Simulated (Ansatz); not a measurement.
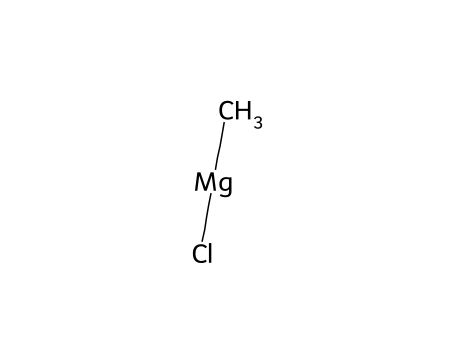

The picture comes from a calculation with Ansatz.

**Write the SMILES.**

[CH3][Mg][Cl]

**What is the molecular formula?**

CH3ClMg.
